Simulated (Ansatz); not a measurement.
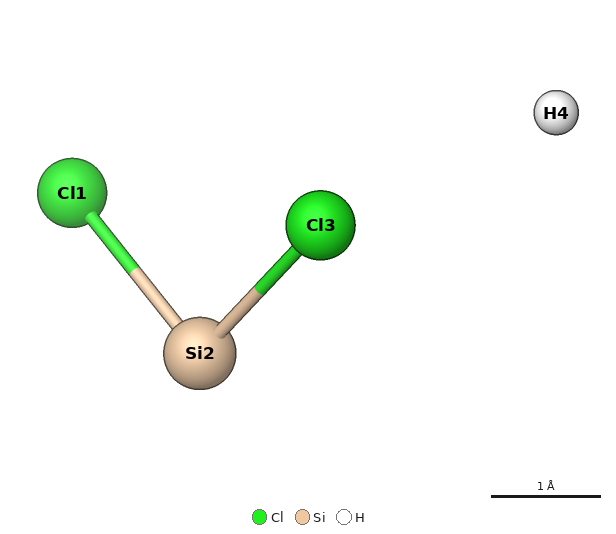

The atoms are numbered. Charge −1, singlet. The computed structure is the end point of a PBE0-D4/def2-TZVPD optimisation. No frequency run is at hand to confirm it as a minimum.

List the bonds and their lengths.

```
   bond  length (Å)
Cl1–Si2       2.164
Si2–Cl3       2.061
```
